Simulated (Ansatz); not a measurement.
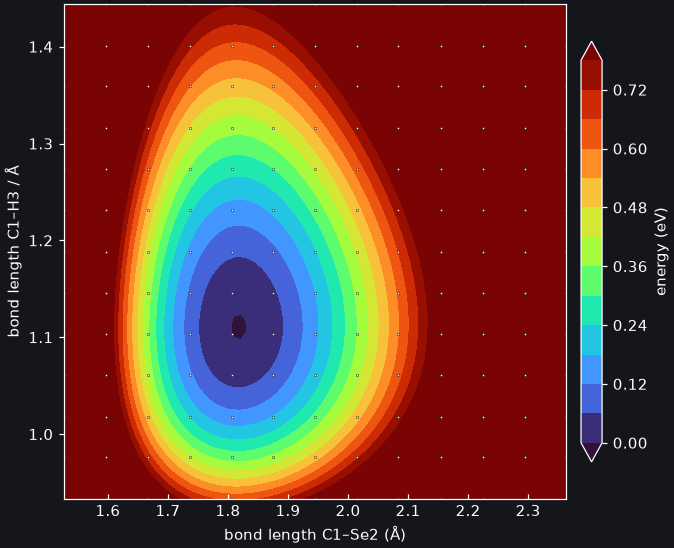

CHSe, SMILES [CH-]=[Se], charge −1. 
- First axis: bond length C1–Se2. Second axis: bond length C1–H3.
- Nothing is relaxed (all other coordinates rigid).
- The grid has 13 × 13 points.
- All energies are given in eV relative to the lowest grid point.
- Level of theory: RKS wB97M-V/def2-TZVPD (Ansatz 0.2.0).

In the figure: filled contours, dots at the grid points, one colour for all values above the top of the scale. Between grid points the surface is interpolated.

> Estimate the position of the minimum and the force constants in these coordinates.

The interpolated minimum is at bond length C1–Se2 ≈ 1.818 Å, bond length C1–H3 ≈ 1.111 Å. The curvatures there are about 25 eV/Å² and 27 eV/Å², with a cross term of about 0 eV/Å². Round the minimum the two coordinates are nearly uncoupled.
